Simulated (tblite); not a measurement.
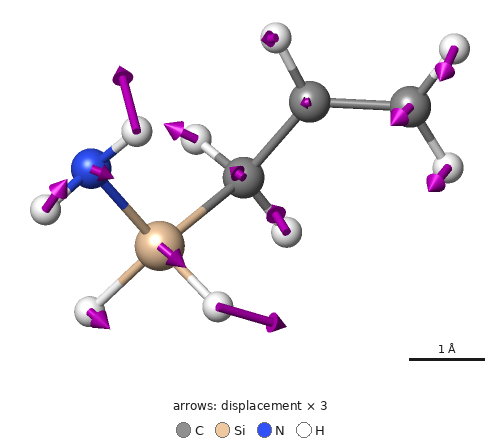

This is a relaxation of C$_{3}$H$_{9}$NSi. The starting structure is drawn; purple arrows show the displacements, 3 times their true length. The two geometries are superimposed by the best rigid fit.

A ball-and-stick model, seen from a free direction.

Level of theory: GFN2-xTB geometry optimisation, gas phase in tblite. 

Q: What did the optimiser do to the structure, and how much energy did it gain?

A: After 79 geometry steps the energy has fallen by 0.263 eV. The atom that moves furthest after the best rigid fit is an H atom (0.42 Å). By element the largest moves are H 0.42 Å, C 0.17 Å, Si 0.16 Å, N 0.11 Å. Near-neighbour distances that change, for instance: C–C 1.357 → 1.322 Å, C–Si 1.876 → 1.910 Å, N–Si 1.701 → 1.723 Å, H–Si 1.490 → 1.472 Å. Among the angles between lasting bonds that change: N–Si–H 104.5° → 115.8°, Si–N–H 109.2° → 118.8°, C–Si–N 112.8° → 106.1°.
